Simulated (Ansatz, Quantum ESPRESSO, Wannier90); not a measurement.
# straight Ir chain, spacing 2.30 Å: Wannier functions and conductance, part 6 of 6

Aim: a Wannier model and the conductance steps that follow from it, for this wire: straight Ir chain, spacing 2.30 Å.

Quantum ESPRESSO 7.5 and Wannier90 3.1.0; plane-wave DFT, PBE, GBRV ultrasoft pseudopotentials; cross-check by Ansatz 0.2.0 with PAW datasets.

So far. Step 6 (Localisation, bands and conductance, with dis_win_max − …): The outer window must hold at least num_wann states at every k: widen it, with enough bands computed to fill it. Step 9 (Localisation, bands and conductance): Bands and channels are those of the Wannier model: bands that were not projected, and all outside the frozen window, are missing or only approximate.

### 13. Cross-check with Ansatz

As a check, the same structure is run in Ansatz.

Level of this step: plane-wave DFT, PBE, Ansatz PAW (Ansatz 0.2.0).

System of this step: straight Ir chain, spacing 2.30 Å, 2 periods. The cell holds 2 atoms: 2 Ir. Cell: a = 8.000 Å, b = 8.000 Å, c = 4.600 Å, α = 90.0°, β = 90.0°, γ = 90.0°. Vacuum lies along a and b. The structure's axis is c.

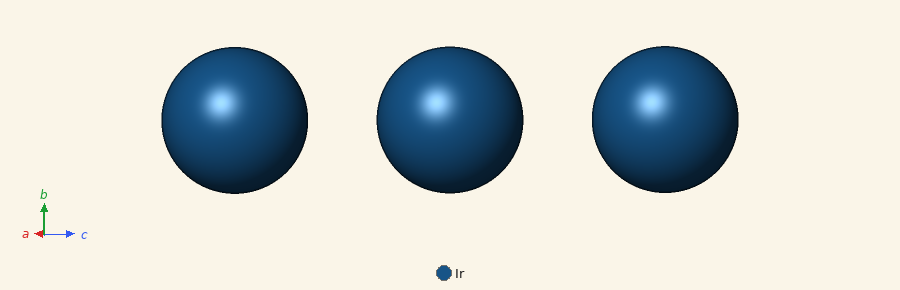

The cell of this step (iridium blue). Some periodic images of atoms are drawn too.

input.yaml

```yaml
crystal:
  lattice:
    - [8.0, 0.0, 0.0]
    - [0.0, 8.0, 0.0]
    - [0.0, 0.0, 4.6]
  atoms:
    - { symbol: Ir, position: [0.0, 0.0, 0.0] }
    - { symbol: Ir, position: [0.0, 0.0, 0.5] }
kpoints:
  mp_grid: { grid: [1, 1, 16] }
hamiltonian:
  xc: pbe
scf:
  occupations: { method: fermi_dirac, width: 0.05 }
  convergence: { dr2_threshold: 1.0e-08 }
output:
  transmission:
    leads: [[0, 0]]
    e_range: [-4.0, 2.0]
    de: 0.05
    kmesh: [1, 1]
    reduced_basis: true
```

Launch:

```
ansatz run input.yaml --threads 4 --pin off --max-ram 12288MiB --backend cpu --events-out ev --progress --plain --runs-dir out
```

Numbers of over 12 decimals in the logs are rounded to 6 here.

Output:

```text
Engine: ansatz 0.2.0, aarch64-unknown-linux-gnu
Pseudopotentials: kind: paw
Pseudopotential: Ir, paw, valence charge 17, recommended cutoff 420 eV (normal), Ir.paw.azcp
Functional definition: PBE
  parameter kappa = 0.804
  parameter beta = 0.066725
  exchange = pbe_x(kappa = kappa, mu = beta*pi^2/3)
  correlation = pbe_c(beta = beta)
Crystal: 2 atoms, lattice volume = 294.400 Å³
Basis set: ecut = 420 eV, 5791 PW (Γ)
Bands: 21, of which v1, the nominal top of the filled ones, is band 17 counted from 1 (16 counted from 0)
Symmetry: 32 space group operations
Space group: P4/mmm (ITA 123), of the structure as read, at distance tolerance 6.7e-5 Å
k-points: 9 of 16
Non-local potential: Ir, projectors of the file, l = 0: 3, l = 1: 2, l = 2: 2, l = 3: 1
PAW form: soft (Blöchl's): semilocal exchange-correlation on the pseudo side does not see the compensation charge
PAW one-centre angular grid: Ir, 590 points (default); XC on 64 Gauss nodes
Initial density: superposition of atomic densities (neutral atoms: chi_scale 0, normalization atom), corrected by the library's trained network
Initial wavefunctions: pseudopotential atomic-orbital guess
Functional: x = pbe(κ = 0.804, μ = 0.219515), c = pbe(β = 0.066725)
SCF iter   1: F=—  HF=-23862.932382 eV  |F-HF|=—  |Δ(HF+E_count)|=         —  Δρ=7.44e-3  dr2=6.33e-2  ethr=1.77e-3  ⟨swp⟩=6.3  Hψ=907  notcnv=0
preconditioner: auto → LDOS  [metal: Δε(μ)=0.052 eV  Ē_g=4.058 eV  σ=0.050 eV  W_gap=0.24  n_scr=38 (ndim 8)  ℏωp=9.2 eV  f_vac=0.706  D(μ)=8.13/eV (n_scr^D=66)  β→1.0]
SCF iter   2: F=—  HF=-23862.949611 eV  |F-HF|=—  |Δ(HF+E_count)|=   1.72e-2  Δρ=9.15e-4  dr2=1.27e-3  ethr=1.86e-4  ⟨swp⟩=2.8  Hψ=385  notcnv=0
SCF iter   3: F=—  HF=-23862.949923 eV  |F-HF|=—  |Δ(HF+E_count)|=   3.12e-4  Δρ=4.46e-4  dr2=2.70e-4  ethr=3.74e-6  ⟨swp⟩=2.1  Hψ=343  notcnv=0
SCF iter   4: F=—  HF=-23862.949856 eV  |F-HF|=—  |Δ(HF+E_count)|=   6.75e-5  Δρ=6.09e-5  dr2=7.63e-6  ethr=7.94e-7  ⟨swp⟩=2.7  Hψ=331  notcnv=0
SCF iter   5: F=—  HF=-23862.949993 eV  |F-HF|=—  |Δ(HF+E_count)|=   1.37e-4  Δρ=1.90e-5  dr2=1.36e-6  ethr=2.24e-8  ⟨swp⟩=2.1  Hψ=328  notcnv=0
SCF iter   6: F=—  HF=-23862.949992 eV  |F-HF|=—  |Δ(HF+E_count)|=   1.88e-7  Δρ=4.42e-6  dr2=6.42e-8  ethr=4.01e-9  ⟨swp⟩=2.4  Hψ=327  notcnv=0
SCF iter   7: F=-23862.949992 eV  HF=-23862.949992 eV  |F-HF|=1.45e-9  |Δ(HF+E_count)|=   2.09e-8  Δρ=9.09e-7  dr2=4.01e-9  ethr=2.94e-11  ⟨swp⟩=4.0  Hψ=539  notcnv=0
SCF 1 converged in 7 iterations: F = -23862.949992 eV  dr2 = 4.01e-9
  greatest PAW one-centre occupation: 1.000 electrons in one spin orbital (limit 2), on the Ir atom at site 1 (counted from 0), in its partial waves of l = 1
transmission: 6 of 36 steps passed
transmission: 12 of 36 steps passed
[...]
transmission: 36 of 36 steps passed
SCF converged after 7 iterations
Free energy (F): -23862.949992 eV
Harris-Foulkes:  -23862.949992 eV  (|F-HF|=1.45e-9)
Internal energy: -23862.886993 eV  (E = F + TS)
E sigma→0 (E₀):  -23862.918493 eV
Entropy (-TS):   -0.063000 eV (-31.500 meV/atom)
Fermi energy:    -2.840442 eV
--- Per-component energies (eV) ---
  E_band       = -1077.795358
  E_kinetic    = 1238.565787
  E_local      = -9840.436244  (includes V_loc(G=0)·N_el)
  E_nonlocal   = 153.261582
  E_hartree    = 4212.621729
  E_xc         = -526.833349
  E_vxc        = -587.375965  (∫ρ·V_xc dr)
  E_paw        = -18448.947791  (= ΣΔE_a)
  E_vpaw       = -467.047215  (= ΣTr[D̂ρ^β])
  E_aug_tail   = 0.000135  (compensation charges beyond the density's cutoff)
  E_ewald      = -651.118842
  E_smearing   = -0.063000  (= −TS)
  E_closure    = 0.000000  (closes the sum)
  Σ components = -23862.949992   (vs F -23862.949992, Δ=0.00e0)
--- Band table (eV; the first three rows and the last of 9) ---
  k-point 0: bands = [... 13 lower, -4.2643, -2.7738, -2.7734, -1.8822, -0.7447, -0.7447, 0.2907, 0.2907]
  k-point 1: bands = [... 13 lower, -4.2518, -2.7905, -2.7901, -1.9278, -0.9653, -0.9653, 0.4696, 0.4696]
  k-point 2: bands = [... 13 lower, -4.2149, -2.8397, -2.8393, -2.0602, -1.4278, -1.4278, 0.8143, 0.8143]
  k-point 8: bands = [... 13 lower, -4.8394, -3.5759, -3.5759, -3.5743, -3.5743, -3.4809, -3.4809, 3.2537]
--- Transmission ---
  basis      : 561 plane waves across, 6 finite elements along
  points     : 1, standing for a mesh of 1 x 1
  energies   : 121 from -4.000000 to 2.000000 eV about the Fermi level, 0.050000 eV apart; the leads are filled to 0.000000 eV, and channels, transmission and decay are at 0.000000 eV
  crystal 0  : Ir2, at the sites [0, 0], period 4.6000 Å: whole cells are its period
    offset         : up to 0.0000 Å between an atom of the period and one for which it stands
    channels       : 6.000000e0 a spin
    conductance    : none, the energies end too early or step too widely for 300 K: set another output.transmission.e_range or a lower de, or, where they end at an eighth of basis.ecutwfc, a higher one
```

It took 18 s on 4 threads of Arm Neoverse V2, shared host; peak memory 0.55 GiB; 67 s of CPU time.

Read from the output:

```
free energy                                : -23862.9500 eV
energy at zero smearing                    : -23862.9185 eV
smearing term TS                           : 0.06300 eV
Fermi energy                               : -2.840 eV
symmetry operations                        : 32
lead channels at the Fermi level, one spin : 6
```

Per spin. The open channels by energy, zero at the Fermi level:

```
energy (eV)  open channels
    -4.0000              3
    -3.7500              3
    -3.5000              3
    -3.2500              3
    -3.0000              3
    -2.7500              3
    -2.5000              3
    -2.2500              3
    -2.0000              3
    -1.7500              4
    -1.5000              4
    -1.2500              6
    -1.0000              6
    -0.7500              6
    -0.5000              6
    -0.2500              6
     0.0000              6
     0.2500              4
     0.5000              4
     0.7500              4
     1.0000              3
     1.2500              3
     1.5000              3
     1.7500              3
     2.0000              3
```

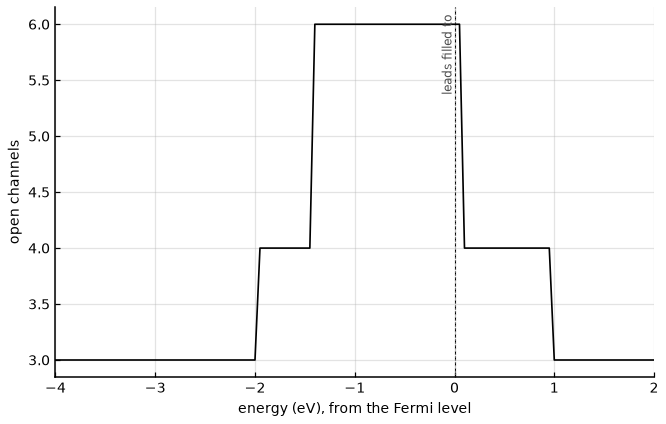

Open channels, plotted against energy.

### 14. A check by hand

6 channels × 77.48 µS = 465 µS, a two-terminal resistance of 12.906/6 = 2.15 kΩ whatever the wire's length, as long as nothing scatters.

### 15. What came out

| Quantity | Value |
| --- | --- |
| open channels at the Fermi level, per spin | 6 |
| total spread | 10.1 Å² |
| gauge-invariant spread | 8.20 Å² |
| largest band misfit in the frozen window | 0.00554 eV |
| channels at the Fermi level by Ansatz | 6 |

**Reading.** The wire offers 6 channels per spin at the Fermi level. Between -4 and 1.5 eV the channel count from Wannier functions equals that from Ansatz's layer matching at 99 % of the energies; outside the frozen window the Wannier bands are not held to the plane-wave ones. Each plane-wave level in the frozen window has a Wannier level within 0.01 eV; this test doesn't see extra bands that a model may add. The wire is perfect, so the conductance only counts bands: each channel, with its partner of the other spin, carries G₀ = 2e²/h. It was run without spin polarisation, which was not tested. Spin-orbit coupling is left out; depending on the atoms that carry the levels of interest, it can split and shift them by tenths of an eV to an eV or more.

[Logs are printed without paths, hosts, clocks, repeated set-up lines and the standing remarks that a program may print on its own settings, such as how far it seeks lower states.]

[Hosts, paths, dates, database ids (printed as entryN), source tags and the programs' standing remarks are cut or masked in the printed files.]

[Maps of the electrostatic potential energy from Ansatz leave out the sawtooth potential of an applied field or a dipole correction, so their vacuum need not be flat; planar profiles and work functions include it.]
